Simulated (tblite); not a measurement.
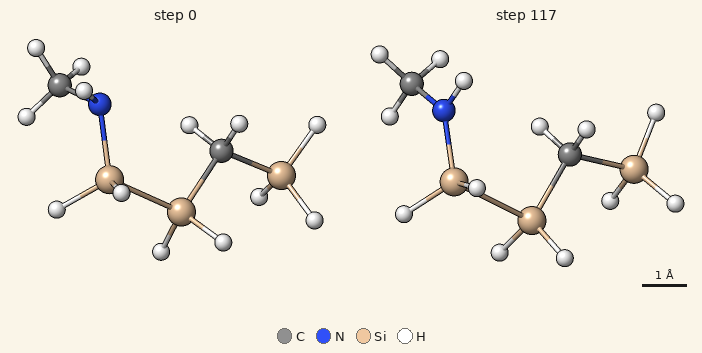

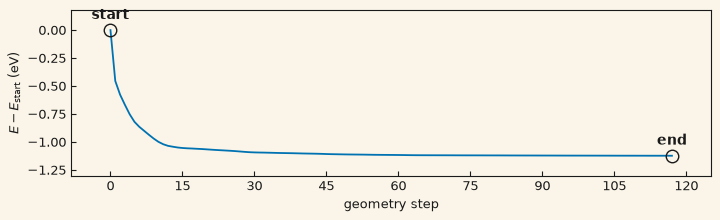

First and last geometry of a relaxation of C₂H₁₃NSi₃ (charge +1, multiplicity 2), with the history of the run. A ball-and-stick model, seen at a tilt.

Theory: GFN2-xTB geometry optimisation, gas phase in tblite 0.8.0. 

What do the curves and the structures tell?

It converged. The atom that moves furthest after the best rigid fit is an H atom (0.79 Å). Largest moves by element: H 0.79 Å, Si 0.26 Å, N 0.22 Å, C 0.14 Å. Near-neighbour distances that change, for instance: Si–Si 2.220 → 2.536 Å, C–Si 1.852 → 1.950 Å, N–Si 1.769 → 1.697 Å, H–N 1.064 → 1.011 Å. Bond angles that change, for instance: Si–N–H 106.6° → 120.4°, C–N–Si 115.5° → 127.8°, H–Si–H 109.1° → 121.3°. The energy falls by 1.123 eV in 117 geometry steps. Cost: 0.81 s on 1 thread of Intel(R) Xeon(R) 6975P-C, on a shared host.

| step | E − E(0), eV |
| --- | --- |
| 0 | 0.0000 |
| 1 | -0.4547 |
| 2 | -0.5767 |
| 3 | -0.6671 |
| 4 | -0.7522 |
| 5 | -0.8198 |
| 6 | -0.8643 |
| 7 | -0.8998 |
| 8 | -0.9353 |
| 9 | -0.9693 |
| 10 | -0.9988 |
| 16 | -1.0566 |
| 21 | -1.0687 |
| 27 | -1.0850 |
| 33 | -1.0959 |
| 38 | -1.1005 |
| 44 | -1.1062 |
| 49 | -1.1112 |
| 55 | -1.1146 |
| 61 | -1.1169 |
| 66 | -1.1186 |
| 72 | -1.1192 |
| 78 | -1.1198 |
| 83 | -1.1204 |
| 89 | -1.1210 |
| 94 | -1.1215 |
| 100 | -1.1219 |
| 106 | -1.1224 |
| 111 | -1.1227 |
| 117 | -1.1229 |
